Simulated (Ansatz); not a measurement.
**BaPbO3 (model cell, started as cubic perovskite with Pb in the octahedra): a soft mode frozen in**

Which phase does BaPbO3 (model cell, started as cubic perovskite with Pb in the octahedra) fall into along its unstable mode, and how much energy does it gain?

Program: Ansatz 0.2.0. Level of theory: DFT PBEsol, scalar-relativistic, plane waves, PAW; PAW set soft_1. Results are calculated unless marked as measured.

The structure was built from a prototype and need not be the compound's stable phase.

## (1) The structure

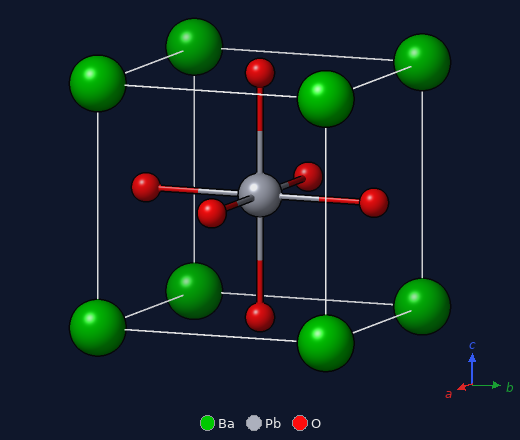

The starting structure, seen slightly off an axis (barium green, lead light grey, oxygen red). Some periodic images of atoms are drawn too.

## (2) The dispersion

The cell comes from relaxations at this level that are not shown. Stability and thermal properties need the whole zone. Linear response on a 4×4×4 q mesh gives force constants as far as a supercell of that size would.

Input file input.yaml:

```yaml
crystal:
  lattice:
    - [4.2810551391, 0.0, 0.0]
    - [0.0, 4.2810551391, 0.0]
    - [0.0, 0.0, 4.2810551391]
  atoms:
    - { symbol: Ba, position: [0.0, 0.0, 0.0] }
    - { symbol: Pb, position: [0.5, 0.5, 0.5] }
    - { symbol: O, position: [0.5, 0.5, 0.0] }
    - { symbol: O, position: [0.5, 0.0, 0.5] }
    - { symbol: O, position: [0.0, 0.5, 0.5] }
kpoints:
  mp_grid: { grid: [8, 8, 8] }
hamiltonian:
  xc: pbesol
  pseudopotentials: { kind: paw, azcp: { folder: soft_1 }, xc_functional: pbe }
scf:
  occupations: { method: methfessel_paxton, width: 0.2 }
output:
  eigenvalues: true
phonons:
  method: dfpt
  qmesh: [4, 4, 4]
  temperatures: { t_max: 1000, t_step: 50 }
  qpath:
    path:
      - [[0.0, 0.0, 0.0], [0.0, 0.5, 0.0], [0.5, 0.5, 0.0], [0.0, 0.0, 0.0], [0.5, 0.5, 0.5], [0.0, 0.5, 0.0]]
      - [[0.5, 0.5, 0.5], [0.5, 0.5, 0.0]]
    npoints: 10
```

Launch:

```sh
$ ansatz run input.yaml --threads 4 --pin off --max-ram 16384MiB --backend cpu --events-out ev --progress --plain --runs-dir out
```

Numbers of over 12 decimals in the logs are rounded to 6 here.

Output:

```text
Engine: ansatz 0.2.0, aarch64-unknown-linux-gnu
Pseudopotentials: kind: paw
Pseudopotential: Ba, paw, valence charge 10, recommended cutoff 420 eV (normal), soft_1/Ba.paw.azcp
Pseudopotential: Pb, paw, valence charge 14, recommended cutoff 420 eV (normal), soft_1/Pb.paw.azcp
Pseudopotential: O, paw, valence charge 6, recommended cutoff 420 eV (normal), soft_1/O.paw.azcp
Functional definition: PBEsol
  exchange = pbesol_x
  correlation = pbesol_c
Crystal: 5 atoms, lattice volume = 78.461 Å³
Basis set: ecut = 420 eV, 1551 PW (Γ), exchange–correlation on 60×60×60 points (8 copies of the dense FFT grid, shifted against one another)
Bands: 26, of which v1, the nominal top of the filled ones, is band 21 counted from 1 (20 counted from 0)
Symmetry: 48 space group operations
k-points: 35 of 512
Non-local potential: Ba, projectors of the file, l = 0: 3, l = 1: 2, l = 2: 2, l = 3: 2
Non-local potential: Pb, projectors of the file, l = 0: 2, l = 1: 2, l = 2: 2, l = 3: 1
Non-local potential: O, projectors of the file, l = 0: 2, l = 1: 2, l = 2: 1
PAW form: soft (Blöchl's): semilocal exchange-correlation on the pseudo side does not see the compensation charge
PAW frozen core: Ba, regenerated for the run's functional, and the local potential with it (the file was generated under x = pbe(κ = 0.804, μ = 0.219515), c = pbe(β = 0.066725))
PAW frozen core: Pb, regenerated for the run's functional, and the local potential with it (the file was generated under x = pbe(κ = 0.804, μ = 0.219515), c = pbe(β = 0.066725))
PAW frozen core: O, regenerated for the run's functional, and the local potential with it (the file was generated under x = pbe(κ = 0.804, μ = 0.219515), c = pbe(β = 0.066725))
PAW one-centre angular grid: Ba, 194 points (default); XC on 64 Gauss nodes
PAW one-centre angular grid: Pb, 590 points (default); XC on 64 Gauss nodes
PAW one-centre angular grid: O, 110 points (default); XC on 64 Gauss nodes
Initial density: superposition of atomic densities (chi_scale 0.1, normalization cell, long waves kept (reshape's long-wave potential 0.00 eV rms))
Initial wavefunctions: pseudopotential atomic-orbital guess
Functional: x = pbesol(κ = 0.804, μ = 0.123457), c = pbesol(β = 0.046)
SCF iter   1: F=—  HF=-19304.939632 eV  |F-HF|=—  |Δ(HF+E_count)|=         —  Δρ=5.67e-2  dr2=3.60e0  ethr=3.10e-3  ⟨swp⟩=10.7  Hψ=5992  notcnv=0
preconditioner: auto → Resta (q_TF=auto, 2.458 Å⁻¹)  ε∞=4.8  [insulator: Δε(μ)=0.307 eV  Ē_g=13.648 eV  σ=0.200 eV  W_gap=0.63  n_scr=18 (ndim 8)  ℏωp=26.5 eV  f_vac=0.000  D(μ)=0.30/eV (n_scr^D=0)  ε∞_Penn≈4.8]
SCF iter   2: F=—  HF=-19304.046749 eV  |F-HF|=—  |Δ(HF+E_count)|=   8.93e-1  S|Δr|=    0.00e0  Δρ=3.21e-2  dr2=1.32e0  ethr=3.10e-3  ⟨swp⟩=3.8  Hψ=1927  notcnv=0  defer=31
SCF iter   3: F=—  HF=-19303.526392 eV  |F-HF|=—  |Δ(HF+E_count)|=   5.20e-1  S|Δr|=    0.00e0  Δρ=8.18e-3  dr2=8.00e-2  ethr=3.10e-3  ⟨swp⟩=4.2  Hψ=1755  notcnv=0  defer=31
SCF iter   4: F=—  HF=-19303.498131 eV  |F-HF|=—  |Δ(HF+E_count)|=   2.83e-2  S|Δr|=    0.00e0  Δρ=1.89e-3  dr2=2.66e-3  ethr=1.90e-4  ⟨swp⟩=3.4  Hψ=2088  notcnv=0  defer=32
SCF iter   5: F=—  HF=-19303.498125 eV  |F-HF|=—  |Δ(HF+E_count)|=   5.50e-6  S|Δr|=    0.00e0  Δρ=3.60e-4  dr2=1.24e-4  ethr=6.33e-6  ⟨swp⟩=2.6  Hψ=1545  notcnv=0  defer=31
SCF iter   6: F=—  HF=-19303.498115 eV  |F-HF|=—  |Δ(HF+E_count)|=   9.83e-6  S|Δr|=    0.00e0  Δρ=7.75e-5  dr2=3.54e-6  ethr=2.95e-7  ⟨swp⟩=2.7  Hψ=1755  notcnv=0  defer=31
SCF iter   7: F=—  HF=-19303.498121 eV  |F-HF|=—  |Δ(HF+E_count)|=   5.41e-6  S|Δr|=    0.00e0  Δρ=1.95e-5  dr2=2.82e-7  ethr=8.43e-9  ⟨swp⟩=2.2  Hψ=1512  notcnv=0  defer=31
SCF iter   8: F=—  HF=-19303.498121 eV  |F-HF|=—  |Δ(HF+E_count)|=   2.98e-7  S|Δr|=    0.00e0  Δρ=4.59e-6  dr2=1.93e-8  ethr=6.73e-10  ⟨swp⟩=2.0  Hψ=1355  notcnv=0  defer=31
SCF iter   9: F=—  HF=-19303.498121 eV  |F-HF|=—  |Δ(HF+E_count)|=   2.60e-8  S|Δr|=    0.00e0  Δρ=1.31e-6  dr2=1.48e-9  ethr=4.60e-11  ⟨swp⟩=2.5  Hψ=1740  notcnv=0  defer=31
SCF iter  10: F=—  HF=-19303.498121 eV  |F-HF|=—  |Δ(HF+E_count)|=  6.91e-11  S|Δr|=    0.00e0  Δρ=4.16e-7  dr2=8.10e-11  ethr=3.51e-12  ⟨swp⟩=2.1  Hψ=1555  notcnv=0  defer=31
SCF iter  11: F=-19303.498121 eV  HF=-19303.498121 eV  |F-HF|=3.64e-12  |Δ(HF+E_count)|=  1.09e-11  S|Δr|=    0.00e0  Δρ=6.86e-8  dr2=2.37e-12  ethr=1.00e-12  ⟨swp⟩=18.3  Hψ=7062  notcnv=0
SCF 1 converged in 11 iterations: F = -19303.498121 eV  dr2 = 2.37e-12
  greatest PAW one-centre occupation: 0.986 electrons in one spin orbital (limit 2), on the Pb atom at site 1 (counted from 0), in its partial waves of l = 2
Initial density: read from a saved state, or passed on in memory by an earlier SCF of this step, an earlier step, the calling program or the single point that the run made first
iter 1 solved again at ethr=6.15e-7 eV; its pass at ethr=3.10e-3 eV (dr2=2.58e-4 eV) is discarded
SCF iter   1: F=—  HF=-19303.498118 eV  |F-HF|=—  |Δ(HF+E_count)|=         —  Δρ=2.30e-6  dr2=1.75e-9  ethr=6.15e-7  ⟨swp⟩=3.5  Hψ=7894  notcnv=0
eigensolver tolerance schedule: the retry pair's looser diagonalisation over-reported the residual by 147337.85 of it (diagonalisation noise at an unbounded share of the residual, at the tolerance the schedule requests for it); recorded, not acted on — ethr = c·dr2/N_el stays at c = 1.0e-1
preconditioner: auto → Kerker (q_TF=auto, 2.458 Å⁻¹)  [metal: Δε(μ)=0.001 eV  Ē_g=15.630 eV  σ=0.200 eV  W_gap=0.01  n_scr=18 (ndim 8)  ℏωp=27.2 eV  f_vac=0.000  D(μ)=1.01/eV (n_scr^D=6)]
SCF iter   2: F=—  HF=-19303.498121 eV  |F-HF|=—  |Δ(HF+E_count)|=   3.29e-6  S|Δr|=    0.00e0  Δρ=1.13e-6  dr2=2.82e-10  ethr=4.17e-12  ⟨swp⟩=5.1  Hψ=2943  notcnv=0
SCF iter   3: F=—  HF=-19303.498121 eV  |F-HF|=—  |Δ(HF+E_count)|=  5.82e-11  S|Δr|=    0.00e0  Δρ=7.45e-7  dr2=1.38e-10  ethr=1.00e-12  ⟨swp⟩=1.2  Hψ=922  notcnv=0
SCF iter   4: F=—  HF=-19303.498121 eV  |F-HF|=—  |Δ(HF+E_count)|=  3.27e-11  S|Δr|=    0.00e0  Δρ=3.80e-7  dr2=4.68e-11  ethr=1.00e-12  ⟨swp⟩=1.1  Hψ=915  notcnv=0
SCF iter   5: F=—  HF=-19303.498121 eV  |F-HF|=—  |Δ(HF+E_count)|=  3.64e-12  S|Δr|=    0.00e0  Δρ=3.00e-7  dr2=3.02e-11  ethr=1.00e-12  ⟨swp⟩=1.1  Hψ=926  notcnv=0
SCF iter   6: F=—  HF=-19303.498121 eV  |F-HF|=—  |Δ(HF+E_count)|=  3.64e-12  S|Δr|=    0.00e0  Δρ=2.06e-7  dr2=1.41e-11  ethr=1.00e-12  ⟨swp⟩=1.2  Hψ=923  notcnv=0
SCF iter   7: F=-19303.498121 eV  HF=-19303.498121 eV  |F-HF|=7.28e-12  |Δ(HF+E_count)|=  7.28e-12  S|Δr|=    0.00e0  Δρ=5.83e-8  dr2=1.13e-12  ethr=1.00e-12  ⟨swp⟩=6.3  Hψ=3172  notcnv=0
SCF 2 converged in 7 iterations: F = -19303.498121 eV  dr2 = 1.13e-12
phonons: the bands overlap, so this run is a metal and interpolates without the dipole-dipole term. If the crystal is really an insulator or semiconductor, its LO-TO splitting is missing
NSCF: frozen V_eff on 35 k-points
NSCF: frozen V_eff on 125 k-points
DFPT response loops at q = (0, 0, 0) (fractional): preconditioner auto → Kerker (q_TF=auto, 2.458 Å⁻¹) (partly filled bands, converged f_vac=0.000); β = 1.00, the filter's whole step (`scf.mixing.beta` (0.50) is not read by the response loops under this deck's `scf.mixing.preconditioner`; to damp them name `kerker` or `kerker_dos`, under which they read `scf.mixing.beta`, and type it under 1.00, their step now; both keys bind the ground state too); Broyden in place of MSR1
NSCF: frozen V_eff on 400 k-points
DFPT response loops at q = (0, 0, 0.25) (fractional): mixed as the last ones told, above
NSCF: frozen V_eff on 250 k-points
DFPT response loops at q = (0, 0, -0.5) (fractional): mixed as the last ones told, above
NSCF: frozen V_eff on 640 k-points
DFPT response loops at q = (0, 0.25, 0.25) (fractional): mixed as the last ones told, above
NSCF: frozen V_eff on 400 k-points
DFPT response loops at q = (0, 0.25, -0.5) (fractional): mixed as the last ones told, above
NSCF: frozen V_eff on 250 k-points
DFPT response loops at q = (0, -0.5, -0.5) (fractional): mixed as the last ones told, above
NSCF: frozen V_eff on 1024 k-points
DFPT response loops at q = (0.25, 0.25, 0.25) (fractional): mixed as the last ones told, above
NSCF: frozen V_eff on 640 k-points
DFPT response loops at q = (0.25, 0.25, -0.5) (fractional): mixed as the last ones told, above
NSCF: frozen V_eff on 400 k-points
DFPT response loops at q = (0.25, -0.5, -0.5) (fractional): mixed as the last ones told, above
NSCF: frozen V_eff on 250 k-points
DFPT response loops at q = (-0.5, -0.5, -0.5) (fractional): mixed as the last ones told, above
SCF converged after 11 iterations
Stability not checked: this state was not tested for a lower state beside it, because cold or Methfessel-Paxton smearing, or corrected tetrahedra, fill the levels in a way that the test cannot read (fill_not_monotonic; see scf.lower_state_search)
Free energy (F): -19303.498121 eV
Harris-Foulkes:  -19303.498121 eV  (|F-HF|=3.64e-12)
Internal energy: -19303.509131 eV  (E = F + TS)
E sigma→0 (E₀):  -19303.500874 eV
Entropy (-TS):   0.011009 eV (2.202 meV/atom)
Fermi energy:    9.134061 eV
--- Per-component energies (eV) ---
  E_band       = -15.323754
  E_kinetic    = 958.980775
  E_local      = -2322.965442  (includes V_loc(G=0)·N_el)
  E_nonlocal   = 567.517973
  E_hartree    = 888.825932
  E_xc         = -608.539649
  E_vxc        = -533.905308  (∫ρ·V_xc dr)
  E_paw        = -15836.631384  (= ΣΔE_a)
  E_vpaw       = -462.605780  (= ΣTr[D̂ρ^β])
  E_aug_tail   = 0.002234  (compensation charges beyond the density's cutoff)
  E_ewald      = -2951.019041
  E_core_change = 0.319471  (= ΣΔE_core)
  E_smearing   = 0.011009  (= −TS)
  E_closure    = 0.000000  (closes the sum)
  Σ components = -19303.498121   (vs F -19303.498121, Δ=0.00e0)
--- Band table (eV; the first three rows and the last of 35) ---
  k-point 0: bands = [... 17 lower, 8.1491, 8.1491, 8.5168, 8.5168, 8.5168, 13.8035, 13.8035, 15.5004, ... 1 higher]
  k-point 1: bands = [... 17 lower, 8.1202, 8.1202, 8.4848, 8.4848, 8.9871, 14.0243, 14.0326, 15.7892, ... 1 higher]
  k-point 2: bands = [... 17 lower, 8.0626, 8.0626, 8.4094, 8.4094, 10.3012, 14.5672, 14.6167, 16.2366, ... 1 higher]
  k-point 34: bands = [... 17 lower, 9.0651, 9.0651, 9.1352, 9.1352, 13.9135, 13.9135, 13.9135, 15.8999, ... 1 higher]
--- Phonons (Γ-DFPT): 4 representative perturbations + reference (Σ response iterations 13) ---
  ASR residual: 4.663e-5 → 0.000e0 eV/Å²; symmetrization residual: 1.010e-6 eV/Å²
  ASR residual per site (eV/Å²): 1.21e-6 1.35e-6 4.66e-5 4.66e-5 4.66e-5
  Γ frequencies (cm⁻¹): 0.00 0.00 0.00 44.04 44.04 44.04 83.25 83.25 83.25 130.94 130.94 130.94 564.34 564.34 564.34
--- Phonons (arbitrary-q DFPT): 10 irreducible q on the 4×4×4 mesh ---
  q = [0.0000, 0.0000, 0.0000] (star 1, of the zone-centre solve; hermiticity 1.15e-7, symmetrization 1.92e-12): -0.00 0.00 0.00 44.04 44.04 44.04 83.25 83.25 83.25 130.94 130.94 130.94 564.34 564.34 564.34
  q = [0.0000, 0.0000, 0.2500] (star 6, 9 solved perturbations in 1560 linear systems a pass and spin channel, the states on 200 of 512 k-point pairs; hermiticity 2.70e-7, symmetrization 1.36e-12): 40.24 40.24 59.88 59.88 78.71 102.07 102.07 110.73 125.25 130.52 130.52 222.61 568.16 568.16 579.01
  q = [0.0000, 0.0000, -0.5000] (star 3, 9 solved perturbations in 975 linear systems a pass and spin channel, the states on 125 of 512 k-point pairs; hermiticity 1.26e-7, symmetrization 5.31e-13): 52.50 52.50 72.47 72.47 99.59 120.58 120.58 131.22 131.22 135.00 161.43 282.16 572.02 572.02 591.26
  q = [0.0000, 0.2500, 0.2500] (star 12, 9 solved perturbations in 2460 linear systems a pass and spin channel, the states on 320 of 512 k-point pairs; hermiticity 1.65e-7, symmetrization 1.53e-13): -80.03 35.87 51.64 76.12 77.70 97.10 116.53 124.20 132.11 162.94 168.76 264.71 501.39 572.10 626.68
  q = [0.0000, 0.2500, -0.5000] (star 12, 15 solved perturbations on 200 of 512 k-point pairs; hermiticity 2.03e-7, symmetrization 1.37e-14): -108.48 51.83 57.89 64.51 87.47 111.47 131.45 135.44 146.01 174.53 196.12 285.99 468.10 575.99 635.82
  q = [0.0000, -0.5000, -0.5000] (star 3, 9 solved perturbations in 975 linear systems a pass and spin channel, the states on 125 of 512 k-point pairs; hermiticity 9.90e-8, symmetrization 9.40e-14): -150.22 27.51 27.51 60.67 97.27 136.14 136.14 142.10 142.10 208.81 208.81 292.64 310.38 579.83 642.34
  q = [0.2500, 0.2500, 0.2500] (star 8, 4 solved perturbations in 1376 linear systems a pass and spin channel, the states on 512 of 512 k-point pairs; hermiticity 1.21e-7, symmetrization 2.25e-13): -99.26 -62.26 -62.26 56.67 56.67 73.53 141.93 148.71 148.71 195.12 195.12 270.90 503.84 503.84 646.45
  q = [0.2500, 0.2500, -0.5000] (star 12, 9 solved perturbations in 2460 linear systems a pass and spin channel, the states on 320 of 512 k-point pairs; hermiticity 1.78e-7, symmetrization 5.69e-13): -125.05 -93.47 -68.70 61.26 63.55 66.84 147.61 149.68 183.02 206.11 215.13 274.94 451.51 506.96 652.70
  q = [0.2500, -0.5000, -0.5000] (star 6, 9 solved perturbations in 1560 linear systems a pass and spin channel, the states on 200 of 512 k-point pairs; hermiticity 1.65e-7, symmetrization 2.15e-13): -157.67 -113.92 -113.92 63.82 63.82 65.68 150.33 184.54 184.54 226.15 226.15 268.53 316.06 493.27 656.45
  q = [-0.5000, -0.5000, -0.5000] (star 1, 4 solved perturbations in 350 linear systems a pass and spin channel, the states on 125 of 512 k-point pairs; hermiticity 2.88e-8, symmetrization 1.02e-13): -163.44 -163.44 -163.44 65.58 65.58 65.58 189.91 189.91 189.91 240.92 240.92 240.92 319.77 319.77 658.29
  sum rule: each row above includes the acoustic sum rule's correction from the zone centre's row sums; it moved no ω² by more than (0.89 cm⁻¹)²
  mesh force constants: q→R imaginary residual 1.21e-18; ASR residual 4.663e-5 → 0.000e0 eV/Å²; symmetrization residual 1.066e-14 eV/Å²
  interpolated dispersion: 62 rows × 15 modes
  density of states and harmonic sums: on the 16×16×16 q-mesh, interpolated from the force constants of a 4×4×4 supercell (no non-analytic term)
  largest difference from the sums on the solved wave vectors: F 7.51e-2 eV, S 9.08e-5 and C_V 2.16e-5 eV/K
  zero-point energy: 0.185082 eV/cell   skipped modes (ω ≤ 0): 251, of them read as no rigid motion or as one in doubt: 248 (1.552e0 modes/cell left out, lowest -163.44 cm⁻¹)   left out of the sums: 1.03e-1 of the cell's modes: C_V's classical limit lies that fraction below 3 k_B per atom; for a crystal, a wire or a layer, F and S can be off by more, and a phonons.interpolated_qmesh denser along its periods is the remedy for the sampling
```

It took 13 min on 4 threads of Arm Neoverse V1, shared host; peak memory 2.7 GiB.

Numbers from this step:

| Item | Value |
| --- | --- |
| volume per atom | 15.69 Å³ |
| gap on the k-mesh | 0 eV |
| sum-rule residual before enforcement | 4.66e-5 eV/Å² |
| lowest frequency on the path | -163.4 cm⁻¹ |
| point group | m-3m |
| highest frequency on the path or at a solved wavevector | 659.7 cm⁻¹ |
| highest optical mode at the zone centre (no LO-TO term) | 564.3 cm⁻¹ |
| lowest optical zone-centre mode | 44.04 cm⁻¹ |
| lowest mode on the q mesh (acoustic modes at Γ apart) | -163.4 cm⁻¹ |

Frequencies (cm⁻¹) solved at each irreducible wavevector; negative means imaginary. Frequencies by wavevector, by row:

| q in reciprocal lattice units | star | mode 1 | mode 2 | mode 3 | mode 4 | mode 13 | mode 14 | mode 15 |
| --- | --- | --- | --- | --- | --- | --- | --- | --- |
| 0 0 0 | 1 | 0 | 0 | 0 | 44 | 564.3 | 564.3 | 564.3 |
| 0 0 0.25 | 6 | 40.2 | 40.2 | 59.9 | 59.9 | 568.2 | 568.2 | 579 |
| 0 0 -0.5 | 3 | 52.5 | 52.5 | 72.5 | 72.5 | 572 | 572 | 591.3 |
| 0 0.25 0.25 | 12 | -80 | 35.9 | 51.6 | 76.1 | 501.4 | 572.1 | 626.7 |
| 0 0.25 -0.5 | 12 | -108.5 | 51.8 | 57.9 | 64.5 | 468.1 | 576 | 635.8 |
| 0 -0.5 -0.5 | 3 | -150.2 | 27.5 | 27.5 | 60.7 | 310.4 | 579.8 | 642.3 |
| 0.25 0.25 0.25 | 8 | -99.3 | -62.3 | -62.3 | 56.7 | 503.8 | 503.8 | 646.5 |
| 0.25 0.25 -0.5 | 12 | -125 | -93.5 | -68.7 | 61.3 | 451.5 | 507 | 652.7 |
| 0.25 -0.5 -0.5 | 6 | -157.7 | -113.9 | -113.9 | 63.8 | 316.1 | 493.3 | 656.5 |
| -0.5 -0.5 -0.5 | 1 | -163.4 | -163.4 | -163.4 | 65.6 | 319.8 | 319.8 | 658.3 |

Interpolated from a 4×4×4 q mesh. Phonon branches along the path, in cm⁻¹:

| point | branch 1 | branch 2 | branch 3 | branch 4 | branch 12 | branch 13 | branch 14 | branch 15 |
| --- | --- | --- | --- | --- | --- | --- | --- | --- |
| Γ | 0 | 0 | 0 | 44 | 131 | 564 | 564 | 564 |
| X | 52 | 52 | 72 | 72 | 282 | 572 | 572 | 591 |
| M | -150 | 28 | 28 | 61 | 293 | 310 | 580 | 642 |
| Γ | 0 | 0 | 0 | 44 | 131 | 564 | 564 | 564 |
| R | -163 | -163 | -163 | 66 | 241 | 320 | 320 | 658 |
| X | 52 | 52 | 72 | 72 | 282 | 572 | 572 | 591 |
| jump to R | -163 | -163 | -163 | 66 | 241 | 320 | 320 | 658 |
| M | -150 | 28 | 28 | 61 | 293 | 310 | 580 | 642 |

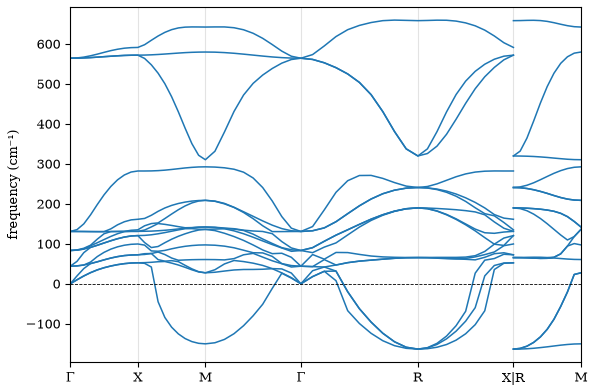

Phonon branches along the path.

Symmetry leaves 10 wavevectors to solve. The lowest mode among them, the acoustic zeros apart, lies at q = (-0.5, -0.5, -0.5) and is imaginary, 163.4i cm⁻¹, so the energy falls along it.

## (3) The mode frozen in, largest atomic shift 0 Å

The mode followed lies at q = (-0.5, -0.5, -0.5) with frequency 163.4i cm⁻¹ and is 3-fold degenerate, the softest among the wavevectors solved. At small amplitude the distorted cell has space group no. 74 by a symmetry search on the positions. The undistorted cell that holds it gives the zero of energy on the same k mesh.

System of this step: BaPbO3 (model cell, started as cubic perovskite with Pb in the octahedra). The structure is cubic, space group Pm-3m (No. 221). The conventional cell has a = 4.281 Å, b = 4.281 Å, c = 4.281 Å, α = 90.00°, β = 90.00°, γ = 90.00°. Ba has 12 O at 3.03 Å nearest. Pb has 6 O at 2.14 Å nearest. O has 2 Pb at 2.14 Å and 4 Ba at 3.03 Å nearest. Farther neighbours and most contacts between anions are not listed.

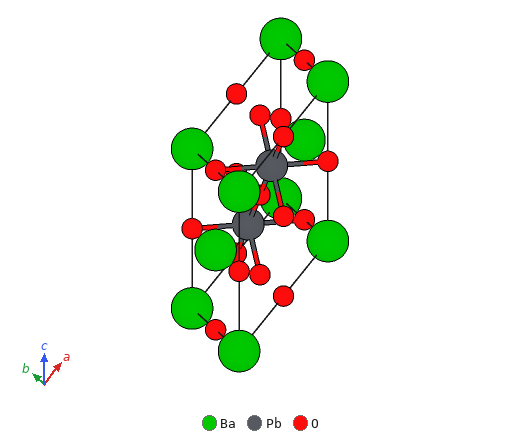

The cell of this step (barium green, lead dark grey, oxygen red). Some periodic images of atoms are drawn too.

input.yaml, the sections that differ from step 2:

```yaml
crystal:
  lattice:
    - [4.2810551391, 4.2810551391, 0.0]
    - [4.2810551391, 0.0, 4.2810551391]
    - [4.2810551391, 0.0, -4.2810551391]
  atoms:
    - { symbol: Ba, position: [0.0, 0.0, 1.0] }
    - { symbol: Ba, position: [0.0, 0.5, 0.5] }
    - { symbol: Pb, position: [0.5, 0.25, 0.75] }
    - { symbol: Pb, position: [0.5, 0.75, 0.25] }
    - { symbol: O, position: [0.5, 0.5, 0.5] }
    - { symbol: O, position: [0.5, 0.0, 0.0] }
    - { symbol: O, position: [0.0, 0.0, 0.5] }
    - { symbol: O, position: [0.0, 0.5, 0.0] }
    - { symbol: O, position: [0.5, 0.0, 0.5] }
    - { symbol: O, position: [0.5, 0.5, 0.0] }
output:
  forces: true
  stress: true
  eigenvalues: true
# kpoints, hamiltonian, scf: as in step 2
# phonons: removed
```

Output:

```text
[...]
Crystal: 10 atoms, lattice volume = 156.922 Å³
Basis set: ecut = 420 eV, 3119 PW (Γ), exchange–correlation on 90×90×90 points (8 copies of the dense FFT grid, shifted against one another)
Bands: 52, of which v1, the nominal top of the filled ones, is band 42 counted from 1 (41 counted from 0)
Symmetry: 96 space group operations
[...]
k-points: 29 of 512
[...]
k-point 0: bands = [... 38 lower, 9.0644, 9.0644, 9.0644, 9.1362, 9.1362, 13.8028, 13.8028, 13.9136, ... 6 higher]
  k-point 1: bands = [... 38 lower, 8.8617, 8.8617, 9.0258, 9.0448, 9.0448, 13.9237, 13.9722, 13.9722, ... 6 higher]
  k-point 2: bands = [... 38 lower, 8.5459, 8.9174, 8.9198, 8.9198, 9.6559, 13.6767, 14.4105, 14.4105, ... 6 higher]
  k-point 28: bands = [... 38 lower, 8.4334, 8.4334, 8.6712, 8.6712, 13.0168, 13.0168, 15.7468, 15.7468, ... 6 higher]
[key lines of the parts left out:]
SCF converged after 10 iterations
Free energy (F): -38606.999784 eV
Fermi energy:    9.133226 eV
P = ⅓ Tr σ = 0.0365 GPa (0.365 kbar)
```

Elapsed: 5.3 s, on 4 threads; peak memory 0.64 GiB; 20 s of CPU time.

Numbers from this step:

```yaml
pressure: 0.03652 GPa
energy_from_the_undistorted_cell: 0 meV/atom
```

The run ends at a pressure of 0.04 GPa.

(Continued in part 2 of 3.)

[Logs are printed without paths, hosts, clocks, repeated set-up lines and the standing remarks that a program may print on its own settings, such as how far it seeks lower states.]

[Hosts, paths, dates, database ids (printed as entryN), source tags and the programs' standing remarks are cut or masked in the printed files.]
